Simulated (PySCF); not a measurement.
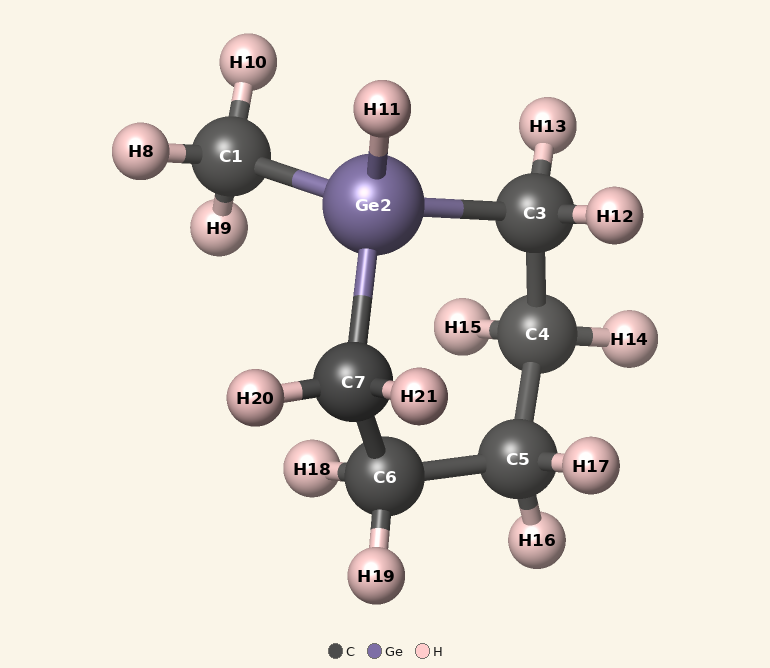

The computed structure is the end point of a PBE0-D3(BJ)/def2-SVP optimisation. No frequency run is at hand to confirm it as a minimum. Method: TDDFT PBE0/def2-SVPD, vertical, gas phase, core orbitals frozen in the response (PySCF 2.14.0), and the same with a continuum solvent (IEF-PCM, Bondi radii x 1.2, gas-phase geometry).

How do dipole (D), HOMO–LUMO gap (eV), lowest singlet (eV) change in acetonitrile (ε = 35.7)?

```csv
medium,dipole (D),HOMO–LUMO gap (eV),lowest singlet (eV)
gas phase,0.56,7.91,6.87
acetonitrile,0.81,7.93,6.88
```
